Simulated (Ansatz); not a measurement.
# AlAsH (doublet): correlated methods under varied settings at a displaced geometry (v2)

What do other methods and options give for AlAsH (doublet) at this geometry, and how long do they take?

Method: the settings change from run to run; program: Ansatz 0.2.0, Gaussian basis.

25 further runs of the same task are left out: 4 for a known fault of the program, 1 for a mislabelled method, 11 that didn't finish, 9 set aside as unsound or not needed.

## (1) What is computed

The geometry is a PBE0/def2-TZVP stationary point (not a proven minimum) with its atoms shifted at random (size 0.100 Å). No spin-orbit coupling is included. The filled d shell of As may be among the frozen orbitals whatever the setting's name suggests; the logs give the count.

3 atoms, charge 0, spin multiplicity 2.

Atoms are counted from 1 here; the program's logs count them from 0.

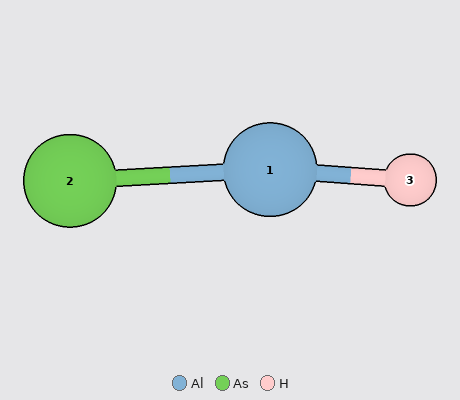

The geometry (aluminium light blue, arsenic green, hydrogen pink); atoms are numbered from 1 in the order of the file.

As a file:

```xyz
3
AlAsH
Al    0.0844    0.0052   -0.2233
As   -0.0805    0.0136    2.0267
H    -0.0039   -0.0188   -1.8033
```

## (2) BCCD on ROHF/cc-pVDZ

File in.yaml:

```yaml
crystal:
  periodic: [false, false, false]
  atoms:
    - {symbol: Al, position_ang: [0.084376, 0.005225, -0.223336]}
    - {symbol: As, position_ang: [-0.080498, 0.013599, 2.026658]}
    - {symbol: H, position_ang: [-0.003878, -0.018825, -1.803322]}
basis:
  gaussian: {orbitals: cc-pVDZ, fitting: {mean_field: def2-universal-jkfit}}
magnetization: {spin_polarized: false, initial_magnetization: 1}
correlation: {method: bccd, electrons: outside_noble_gas, diis_vectors: 4}
output: {forces: true}
```

Started as:

```console
ansatz run in.yaml --threads 1 --pin off --events-out ev --progress --plain --max-ram 2393MiB
```

Standard output, cut to the lines that bear on the results:

```text
Functional definition: HF
  name "HF"
  cite "Fock, Z. Phys. 61, 126 (1930) doi:10.1007/BF01340294"
  parent pbe
[...]
412 factors; integrals over basis functions are off by at most 3.9e-1 eV
[...]
mean field -67392.61992325 eV, -2476.6331018211 hartree, gradient 2.4e-11 eV, S^2 0.750000; 10 other end points of the search recorded, 0 dependent functions left out
[...]
determinant -67392.61992325 eV, -2476.6331018211 hartree, with singles and doubles -67397.21545733 eV, -2476.8019845835 hartree
determinant -67392.61931267 eV, -2476.6330793826 hartree, with singles and doubles -67397.21431053 eV, -2476.8019424394 hartree
determinant -67390.39383377 eV, -2476.5512945415 hartree, with singles and doubles -67395.28489057 eV, -2476.7310375635 hartree
determinant -67389.28205923 eV, -2476.5104375806 hartree, with singles and doubles -67393.63210407 eV, -2476.6702987799 hartree
determinant -67392.61992325 eV, -2476.6331018211 hartree, with singles and doubles -67397.21643674 eV, -2476.8020205762 hartree
determinant -67392.61931267 eV, -2476.6330793826 hartree, with singles and doubles -67397.21524584 eV, -2476.8019768114 hartree
19 core orbitals not correlated: weight in the atoms' cores, before any rotation towards them, 1.000 or more for the frozen orbitals, at most 0.000 for the correlated occupied ones
reference -67392.61992325 eV, -2476.6331018211 hartree; 5, 4 occupied and 26, 27 virtual orbitals, 412 factors
second order -3.81914582 eV of doubles, -0.04573269 eV of singles
cycle   1  -4.58384126 eV  change    1.3e-2 eV  update   2.1e-2
[...]
cycle   8  -4.58199809 eV  change  -2.4e-10 eV  update   1.1e-9
[...]
Total energy: -67397.20192134 eV, -2476.8014871450 hartree
Atom 0 at     0.084376     0.005225    -0.223336 Å, force    -0.105122    -0.011997    -0.257184 eV/Å
Atom 1 at    -0.080498     0.013599     2.026658 Å, force     0.031564     0.005820     0.293688 eV/Å
Atom 2 at    -0.003878    -0.018825    -1.803322 Å, force     0.073557     0.006176    -0.036504 eV/Å
Dipole moment:     0.041839    -0.000916    -0.453033 e Å
```

Wall time 16 s (1 thread of Intel Xeon Platinum 8488C, shared host).

From the report: correlation -4.5820 eV; largest double amplitude 0.09.

## (3) CASCI(1,4)/STO-3G

File in.yaml:

```yaml
crystal:
  periodic: [false, false, false]
  atoms:
    - {symbol: Al, position_ang: [0.084376, 0.005225, -0.223336]}
    - {symbol: As, position_ang: [-0.080498, 0.013599, 2.026658]}
    - {symbol: H, position_ang: [-0.003878, -0.018825, -1.803322]}
basis:
  gaussian: {orbitals: STO-3G}
magnetization: {spin_polarized: false, initial_magnetization: 1}
correlation: {active_space: {window: {electrons: 1, orbitals: 4}, fixed_orbitals: true, states: [{multiplicity: 2, weights: [1, 1, 1, 1]}], root: 1}}
```

Launched as before.

Standard output, cut to the lines that bear on the results:

```text
Functional definition: HF
  name "HF"
  cite "Fock, Z. Phys. 61, 126 (1930) doi:10.1007/BF01340294"
  parent pbe
[...]
373 factors; integrals over basis functions are off by at most 4.1e-8 eV
[...]
mean field -66634.78212142 eV, -2448.7830762846 hartree, gradient 2.0e-10 eV, S^2 0.750000; 7 other end points of the search recorded, 0 dependent functions left out
reference -66634.78212142 eV, -2448.7830762846 hartree; 24, 23 occupied and 4, 5 virtual orbitals, 373 factors
state -66634.78212142 eV, -2448.7830762846 hartree
state -66629.26546039 eV, -2448.5803427312 hartree
state -66627.94343894 eV, -2448.5317593388 hartree
state -66627.68110182 eV, -2448.5221186276 hartree
Total energy: -66629.26546039 eV, -2448.5803427312 hartree
```

Run time: 0.78 s. Hardware: 1 thread of Intel Xeon Platinum 8488C, shared host.

From the report: 2 determinants; active occupations (of the averaged states) 0.25, 0.25, 0.25, 0.25.

## (4) MRCISD+Q(3,2)/cc-pVDZ

File in.yaml:

```yaml
crystal:
  periodic: [false, false, false]
  atoms:
    - {symbol: Al, position_ang: [0.084376, 0.005225, -0.223336]}
    - {symbol: As, position_ang: [-0.080498, 0.013599, 2.026658]}
    - {symbol: H, position_ang: [-0.003878, -0.018825, -1.803322]}
basis:
  gaussian: {orbitals: cc-pVDZ}
magnetization: {spin_polarized: false, initial_magnetization: 1}
correlation: {method: fic_mrcisd_q, electrons: outside_noble_gas, active_space: {window: {electrons: 3, orbitals: 2}, states: [{multiplicity: 2, weights: [0.5, 0.5]}]}}
```

Launched as before.

Standard output, cut to the lines that bear on the results:

```text
Functional definition: HF
  name "HF"
  cite "Fock, Z. Phys. 61, 126 (1930) doi:10.1007/BF01340294"
  parent pbe
[...]
938 factors; integrals over basis functions are off by at most 1.4e-7 eV
[...]
mean field -67392.62103041 eV, -2476.6331425082 hartree, gradient 3.7e-6 eV, S^2 0.750000; 7 other end points of the search recorded, 0 dependent functions left out
reference -67392.62103041 eV, -2476.6331425082 hartree; 24, 23 occupied and 26, 27 virtual orbitals, 938 factors
state -67392.59787974 eV, -2476.6322917370 hartree
state -67392.59728461 eV, -2476.6322698664 hartree
contracted CI cycle   1: correlation 0.00000000 eV, 0.0000000000 hartree, residual 1.37e1 eV
contracted CI cycle   2: correlation -4.10331004 eV, -0.1507938627 hartree, residual 2.17e0 eV
contracted CI cycle   3: correlation -4.24450456 eV, -0.1559826654 hartree, residual 7.27e-1 eV
[...]
contracted CI cycle   2: correlation -4.10302422 eV, -0.1507833591 hartree, residual 2.17e0 eV
contracted CI cycle   3: correlation -4.24443360 eV, -0.1559800578 hartree, residual 7.28e-1 eV
contracted CI cycle   4: correlation -4.26041515 eV, -0.1565673689 hartree, residual 2.73e-1 eV
contracted CI cycle   5: correlation -4.26296458 eV, -0.1566610588 hartree, residual 1.00e-1 eV
contracted CI cycle   6: correlation -4.26326110 eV, -0.1566719556 hartree, residual 3.42e-2 eV
contracted CI cycle   7: correlation -4.26329399 eV, -0.1566731643 hartree, residual 1.29e-2 eV
contracted CI cycle   8: correlation -4.26329830 eV, -0.1566733227 hartree, residual 4.53e-3 eV
contracted CI cycle   9: correlation -4.26329881 eV, -0.1566733414 hartree, residual 1.29e-3 eV
contracted CI cycle  10: correlation -4.26329885 eV, -0.1566733429 hartree, residual 3.74e-4 eV
state -67392.59728461 eV, -2476.6322698664 hartree; corrected -67397.38442679 eV, -2476.8081940966 hartree
Total energy: -67397.38494074 eV, -2476.8082129838 hartree
```

It took 11 s on 1 thread of Intel Xeon Platinum 8488C, shared host.

From the report: 1 determinant; active occupations (of the averaged states) 1.50, 1.50.

## (5) MRCISD+Q(relaxed)(1,2)/cc-pVDZ

in.yaml, as its differences from that of step 4:

```diff
@@ -9,2 +9,2 @@
 magnetization: {spin_polarized: false, initial_magnetization: 1}
-correlation: {method: fic_mrcisd_q, electrons: outside_noble_gas, active_space: {window: {electrons: 3, orbitals: 2}, states: [{multiplicity: 2, weights: [0.5, 0.5]}]}}
+correlation: {method: fic_mrcisd_q_relaxed, electrons: outside_noble_gas, active_space: {window: {electrons: 1, orbitals: 2}}}
```

Same command.

Standard output, cut to the lines that bear on the results:

```text
Functional definition: HF
  name "HF"
  cite "Fock, Z. Phys. 61, 126 (1930) doi:10.1007/BF01340294"
  parent pbe
[...]
553 factors; integrals over basis functions are off by at most 1.0e-3 eV
[...]
mean field -67392.62099050 eV, -2476.6331410416 hartree, gradient 1.8e-6 eV, S^2 0.750000; 7 other end points of the search recorded, 0 dependent functions left out
reference -67392.62099050 eV, -2476.6331410416 hartree; 24, 23 occupied and 26, 27 virtual orbitals, 553 factors
state -67392.62099050 eV, -2476.6331410416 hartree
contracted CI cycle   1: correlation 0.00000000 eV, 0.0000000000 hartree, residual 1.37e1 eV
contracted CI cycle   2: correlation -4.08153201 eV, -0.1499935348 hartree, residual 2.25e0 eV
contracted CI cycle   3: correlation -4.23363703 eV, -0.1555832912 hartree, residual 7.40e-1 eV
contracted CI cycle   4: correlation -4.25076117 eV, -0.1562125917 hartree, residual 2.51e-1 eV
contracted CI cycle   5: correlation -4.25303216 eV, -0.1562960490 hartree, residual 8.63e-2 eV
contracted CI cycle   6: correlation -4.25325759 eV, -0.1563043335 hartree, residual 2.73e-2 eV
contracted CI cycle   7: correlation -4.25328052 eV, -0.1563051763 hartree, residual 1.10e-2 eV
contracted CI cycle   8: correlation -4.25328398 eV, -0.1563053032 hartree, residual 4.20e-3 eV
contracted CI cycle   9: correlation -4.25328446 eV, -0.1563053208 hartree, residual 1.29e-3 eV
contracted CI cycle  10: correlation -4.25328450 eV, -0.1563053225 hartree, residual 4.10e-4 eV
state -67392.62099050 eV, -2476.6331410416 hartree; corrected -67397.38894775 eV, -2476.8083602387 hartree
WARN: 1 active orbitals are nearly empty or full. The corrections depend on them more than the energy does, and are more stable in an active space without them
Total energy: -67397.38894775 eV, -2476.8083602387 hartree
```

Wall time 20 s (1 thread of Intel Xeon Platinum 8488C, shared host).

From the report: 1 determinant; active occupations 1.00, 0.00. The report marks this result as in doubt.

## (6) BCCD(T)/STO-3G

File in.yaml:

```yaml
crystal:
  periodic: [false, false, false]
  atoms:
    - {symbol: Al, position_ang: [0.084376, 0.005225, -0.223336]}
    - {symbol: As, position_ang: [-0.080498, 0.013599, 2.026658]}
    - {symbol: H, position_ang: [-0.003878, -0.018825, -1.803322]}
basis:
  gaussian: {orbitals: STO-3G}
magnetization: {spin_polarized: false, initial_magnetization: 1}
hamiltonian: {xc: {name: PBE}}
correlation: {method: bccd_t, electrons: all}
```

Same command.

Standard output, cut to the lines that bear on the results:

```text
Functional definition: PBE
  name "PBE"
  cite "Perdew, Burke & Ernzerhof, Phys. Rev. Lett. 77, 3865 (1996) doi:10.1103/PhysRevLett.77.3865"
  parent pbe
[...]
277 factors; integrals over basis functions are off by at most 2.4e-5 eV
[...]
mean field -66668.69730353 eV, -2450.0294362385 hartree, gradient 2.2e-10 eV, S^2 0.750000; 5 other end points of the search recorded, 0 dependent functions left out
[...]
reference -66634.01579564 eV, -2448.7549143317 hartree; 24, 23 occupied and 4, 5 virtual orbitals, 277 factors
second order -2.19366147 eV of doubles, -0.69260083 eV of singles
cycle   1  -2.57961446 eV  change    2.5e-1 eV  update   1.6e-1
[...]
cycle  11  -2.89689313 eV  change   -1.7e-5 eV  update   3.8e-5
perturbative correction -0.15728146 eV, -0.0057799871 hartree
Total energy: -66637.06997024 eV, -2448.8671531779 hartree
```

It took 12 s on 1 thread of Intel Xeon Platinum 8488C, shared host.

From the report: correlation -3.0542 eV; largest double amplitude 0.09.

## (7) CASCI(5,5)/cc-pVDZ

in.yaml, as its differences from that of step 6:

```diff
@@ -7,5 +7,5 @@
 basis:
-  gaussian: {orbitals: STO-3G}
+  gaussian: {orbitals: cc-pVDZ}
 magnetization: {spin_polarized: false, initial_magnetization: 1}
-hamiltonian: {xc: {name: PBE}}
-correlation: {method: bccd_t, electrons: all}
+correlation: {active_space: {window: {electrons: 5, orbitals: 5}, fixed_orbitals: true}}
+output: {forces: true}
```

Launched as before.

Standard output, cut to the lines that bear on the results:

```text
Functional definition: HF
  name "HF"
  cite "Fock, Z. Phys. 61, 126 (1930) doi:10.1007/BF01340294"
  parent pbe
[...]
553 factors; integrals over basis functions are off by at most 1.0e-3 eV
[...]
mean field -67392.62099050 eV, -2476.6331410416 hartree, gradient 2.0e-10 eV, S^2 0.750000; 7 other end points of the search recorded, 0 dependent functions left out
reference -67392.62099050 eV, -2476.6331410416 hartree; 24, 23 occupied and 26, 27 virtual orbitals, 553 factors
state -67392.89098130 eV, -2476.6430630206 hartree
[...]
Total energy: -67392.89098130 eV, -2476.6430630206 hartree
Atom 0 at     0.084376     0.005225    -0.223336 Å, force    -0.002193    -0.001703    -0.147097 eV/Å
Atom 1 at    -0.080498     0.013599     2.026658 Å, force    -0.002877    -0.000055     0.019624 eV/Å
Atom 2 at    -0.003878    -0.018825    -1.803322 Å, force     0.005071     0.001758     0.127474 eV/Å
Dipole moment:     0.013483    -0.004277    -0.534553 e Å
```

Wall time 8 s (1 thread of Intel Xeon Platinum 8488C, shared host).

From the report: 48 determinants; active occupations 2.00, 1.96, 0.99, 0.04, 0.01.

## (8) NEVPT4(SD)(3,4)/6-31G

File in.yaml:

```yaml
crystal:
  periodic: [false, false, false]
  atoms:
    - {symbol: Al, position_ang: [0.084376, 0.005225, -0.223336]}
    - {symbol: As, position_ang: [-0.080498, 0.013599, 2.026658]}
    - {symbol: H, position_ang: [-0.003878, -0.018825, -1.803322]}
basis:
  gaussian: {orbitals: 6-31G}
magnetization: {spin_polarized: false, initial_magnetization: 1}
correlation: {method: fic_nevpt4_sd, electrons: outside_noble_gas, active_space: {window: {electrons: 3, orbitals: 4}}}
```

The command is unchanged.

Standard output, cut to the lines that bear on the results:

```text
Functional definition: HF
  name "HF"
  cite "Fock, Z. Phys. 61, 126 (1930) doi:10.1007/BF01340294"
  parent pbe
[...]
420 factors; integrals over basis functions are off by at most 3.2e-4 eV
[...]
mean field -67383.05008553 eV, -2476.2814167716 hartree, gradient 4.1e-6 eV, S^2 0.750000; 7 other end points of the search recorded, 0 dependent functions left out
reference -67383.05008553 eV, -2476.2814167716 hartree; 24, 23 occupied and 20, 21 virtual orbitals, 420 factors
state -67383.64491284 eV, -2476.3032762719 hartree
state -67383.64491284 eV, -2476.3032762719 hartree; corrected -67385.71373304 eV, -2476.3793040119 hartree
Total energy: -67385.71373304 eV, -2476.3793040119 hartree
```

It took 13 s on 1 thread of Intel Xeon Platinum 8488C, shared host.

From the report: 12 determinants; active occupations 1.91, 0.98, 0.09, 0.02.

## (9) CASSCF(1,4)/cc-pVDZ

File in.yaml:

```yaml
crystal:
  periodic: [false, false, false]
  atoms:
    - {symbol: Al, position_ang: [0.084376, 0.005225, -0.223336]}
    - {symbol: As, position_ang: [-0.080498, 0.013599, 2.026658]}
    - {symbol: H, position_ang: [-0.003878, -0.018825, -1.803322]}
basis:
  gaussian: {orbitals: cc-pVDZ}
magnetization: {spin_polarized: false, initial_magnetization: 1}
correlation: {active_space: {window: {electrons: 1, orbitals: 4}}}
scf: {lower_state_search: light}
```

The command is unchanged.

Standard output:

```text
Functional definition: HF
  name "HF"
  cite "Fock, Z. Phys. 61, 126 (1930) doi:10.1007/BF01340294"
  parent pbe
  exchange = exact_x
  correlation = 0
553 factors; integrals over basis functions are off by at most 1.0e-3 eV
mean field evaluation 1: about -67391.8689 eV, gradient 1.1e1 eV
mean field evaluation 2: about -67391.8702 eV, gradient 1.1e1 eV
mean field evaluation 4: about -67392.5932 eV, gradient 1.7e0 eV
mean field evaluation 8: about -67392.6204 eV, gradient 2.7e-3 eV
mean field evaluation 16: about -67392.6204 eV, gradient 1.8e-2 eV
mean field evaluation 32: about -67392.6210 eV, gradient 1.6e-4 eV
mean field evaluation 64: about -67392.6211 eV, gradient 5.3e-3 eV
mean field -67392.62099050 eV, -2476.6331410416 hartree, gradient 2.0e-6 eV, S^2 0.750000; 7 other end points of the search recorded, 0 dependent functions left out
reference -67392.62099050 eV, -2476.6331410416 hartree; 24, 23 occupied and 26, 27 virtual orbitals, 553 factors
state -67392.62099050 eV, -2476.6331410416 hartree
Total energy: -67392.62099050 eV, -2476.6331410416 hartree
```

It took 23 s on 1 thread of Intel Xeon Platinum 8488C, shared host.

From the report: 4 determinants; active occupations 1.00, 0.00, 0.00, 0.00. With so small a space the active step adds no correlation: the energy is the mean field's.

## (10) CCSDT(Q)/B on ROHF/cc-pVDZ

in.yaml, as its differences from that of step 9:

```diff
@@ -9,3 +9,4 @@
 magnetization: {spin_polarized: false, initial_magnetization: 1}
-correlation: {active_space: {window: {electrons: 1, orbitals: 4}}}
-scf: {lower_state_search: light}
+hamiltonian: {pseudopotentials: {relativity: scalar}}
+correlation: {method: ccsdt_q_b, electrons: outside_noble_gas}
+scf: {omitted_lower_state_checks: [cluster_reference]}
```

Same command.

Standard output, cut to the lines that bear on the results:

```text
Functional definition: HF
  name "HF"
  cite "Fock, Z. Phys. 61, 126 (1930) doi:10.1007/BF01340294"
  parent pbe
[...]
939 factors; integrals over basis functions are off by at most 1.4e-7 eV
[...]
mean field -67931.37723313 eV, -2496.4320677763 hartree, gradient 2.4e-10 eV, S^2 0.750000; 7 other end points of the search recorded, 0 dependent functions left out
19 core orbitals not correlated: weight in the atoms' cores, before any rotation towards them, 1.000 or more for the frozen orbitals, at most 0.000 for the correlated occupied ones
reference -67931.37723313 eV, -2496.4320677763 hartree; 5, 4 occupied and 26, 27 virtual orbitals, 939 factors
second order -3.83189402 eV of doubles, -0.04580390 eV of singles
cycle   1  -4.35062776 eV  change   -4.7e-1 eV  update   9.8e-2
[...]
cycle  21  -4.84572094 eV  change    7.5e-8 eV  update   9.6e-7
perturbative correction -0.01404172 eV, -0.0005160237 hartree
Total energy: -67936.23699579 eV, -2496.6106607600 hartree
Relativity: scalar
Checks for a lower state left out: cluster_reference
```

It took 27 s on 1 thread of Intel Xeon Platinum 8488C, shared host; peak memory 0.27 GiB.

From the report: correlation -4.8598 eV; T1 0.032; largest double amplitude 0.11.

## (11) The runs in one table

Where basis and cores are those of an earlier UCCSDT(Q)/cc-pVDZ run (-67397.4765 eV), and the state is the same kind, the miss against it is given. † marks a result that the program doubts.

| level | correlated | functions | energy (eV) | from UCCSDT(Q) (meV) | time |
| --- | --- | --- | --- | --- | --- |
| BCCD on ROHF/cc-pVDZ | outside noble gas | 50 | -67397.2019 | 274.6 | 16 s |
| CASCI(1,4)/STO-3G (excited root 1 of an average) |  | 28 | -66629.2655 |  | 0.78 s |
| MRCISD+Q(3,2)/cc-pVDZ (mean of several states) | outside noble gas | 50 | -67397.3849 |  | 11 s |
| MRCISD+Q(relaxed)(1,2)/cc-pVDZ † | outside noble gas | 50 | -67397.3889 | 87.5 | 20 s |
| BCCD(T)/STO-3G (on PBE orbitals) | all | 28 | -66637.0700 |  | 12 s |
| CASCI(5,5)/cc-pVDZ |  | 50 | -67392.8910 | 4585.5 | 8 s |
| NEVPT4(SD)(3,4)/6-31G | outside noble gas | 44 | -67385.7137 |  | 13 s |
| CASSCF(1,4)/cc-pVDZ |  | 50 | -67392.6210 | 4855.5 | 23 s |
| CCSDT(Q)/B on ROHF/cc-pVDZ (relativity set) | outside noble gas | 50 | -67936.2370 |  | 27 s |

## (12) Results

```
quantity                                                     value
    runs                                                         9
quickest  CASCI(1,4)/STO-3G (excited root 1 of an average), 0.78 s
 slowest         CCSDT(Q)/B on ROHF/cc-pVDZ (relativity set), 27 s
```

What this shows: Total energies in different bases, with other cores or another treatment of relativity can't be set against each other. CCSDT(Q)/B on ROHF/cc-pVDZ (relativity set) took 34 times as long as CASCI(1,4)/STO-3G (excited root 1 of an average); the jobs differ in more than the method. Among the correlated runs with a miss given, it spans +88 to +275 meV. Hartree-Fock, CASSCF and CASCI lack dynamic correlation by design.
